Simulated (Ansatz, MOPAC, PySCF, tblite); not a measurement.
Dissociation curve of CBe, lowest singlet found (which spin is the ground state isn't settled by this scan).

- PM3, restricted, heats of formation (MOPAC)
- AM1, restricted, heats of formation (MOPAC)
- RKS-B3LYP/6-31G* = PySCF 2.14.0 with restricted B3LYP/6-31G*, spherical d
- GFN2-xTB, 300 K electronic temperature (tblite)
- RCCSDT(Q) = CCSDT(Q) on RHF/aug-cc-pVDZ, frozen core run with Ansatz (a program for electronic structure)

Energies are in kJ/mol, each relative to the lowest point of its own curve between 1.44 and 2.04 Å, where full CI is lowest.

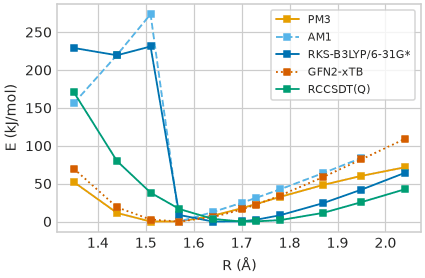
Figure: Energy against bond length for each method.

```csv
R / Å,PM3,AM1,RKS-B3LYP/6-31G*,GFN2-xTB,RCCSDT(Q)
1.35,52.1,156.2,229.1,69.7,170.6
1.44,11.4,219.9,219.5,18.8,79.9
1.51,0.0,273.7,231.1,2.7,38.2
1.57,0.1,0.0,8.6,0.0,16.5
1.64,7.6,12.6,0.0,5.8,3.5
1.70,17.6,24.7,0.2,16.0,0.0
1.73,23.1,31.2,2.4,22.3,0.2
1.78,32.5,42.5,8.3,34.3,1.8
1.87,48.3,64.0,24.3,58.7,11.4
1.95,60.3,83.9,42.1,82.1,25.6
2.04,71.5,—,64.1,108.9,42.5
```

At the longest distance, 2.04 Å, GFN2-xTB lies highest above its minimum (108.9 kJ/mol) and RCCSDT(Q) lowest (42.5 kJ/mol).

A dash means that the run gave no value there, or that the column was ended at a point which the program doubted or which failed a test of continuity chosen for this set; such a test can also cut sound points.

The scan ran from 1.24 to 5.83 Å; beyond the distances shown full CI changes its symmetry label. The restricted form behind PM3, AM1, RKS-B3LYP/6-31G* keeps the bonding electrons paired and can't separate into open-shell fragments. The T1 diagnostic of CCSD on the restricted reference of RCCSDT(Q) exceeds 0.045 at 1.35 to 2.04 Å.
